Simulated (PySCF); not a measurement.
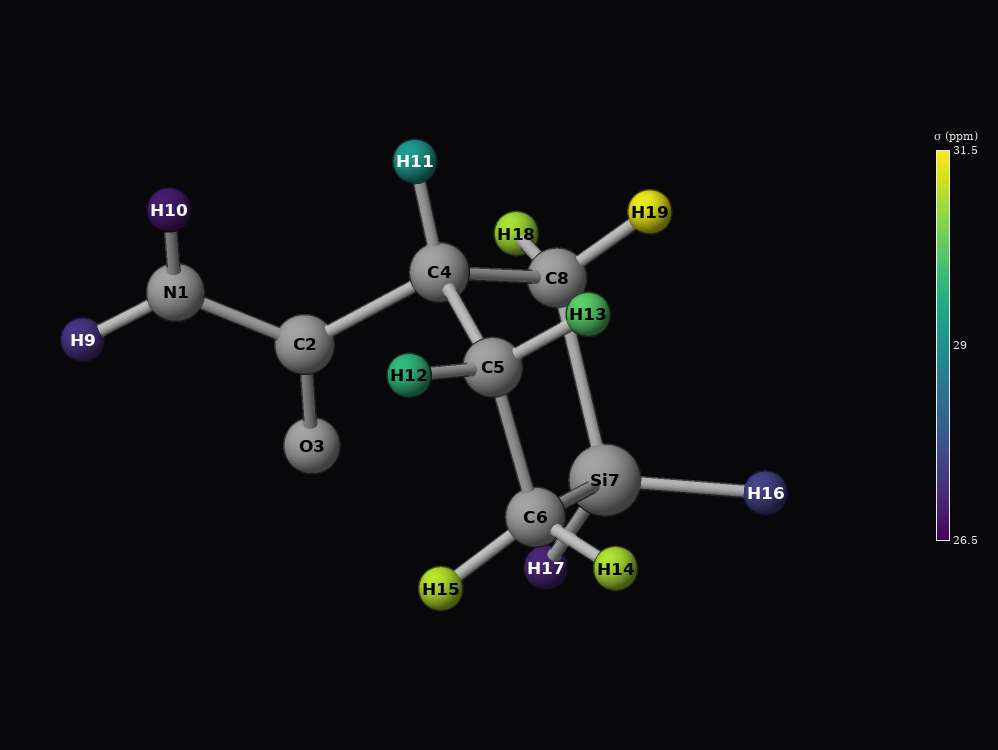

Atoms are coloured by their isotropic NMR shieldings (H only, the others grey). The geometry was computed by an optimisation with GFN2-xTB. No frequency run is at hand to confirm it as a minimum. Level of theory: GIAO PBE0/pcSseg-1 NMR shielding, non-relativistic, gas phase (PySCF 2.14.0).

Give the isotropic NMR shieldings of the H atoms atom by atom.

```json
{"atom": "H9", "σ (ppm)": "27.22"}
{"atom": "H10", "σ (ppm)": "26.87"}
{"atom": "H11", "σ (ppm)": "29.12"}
{"atom": "H12", "σ (ppm)": "29.74"}
{"atom": "H13", "σ (ppm)": "30.19"}
{"atom": "H14", "σ (ppm)": "30.87"}
{"atom": "H15", "σ (ppm)": "30.95"}
{"atom": "H16", "σ (ppm)": "27.45"}
{"atom": "H17", "σ (ppm)": "27.03"}
{"atom": "H18", "σ (ppm)": "30.81"}
{"atom": "H19", "σ (ppm)": "31.30"}
```

The geometry is semi-empirical. Around Si such bond lengths and angles can be off by a tenth of an ångström or more and by several degrees, and values that hang on the shape move with them.
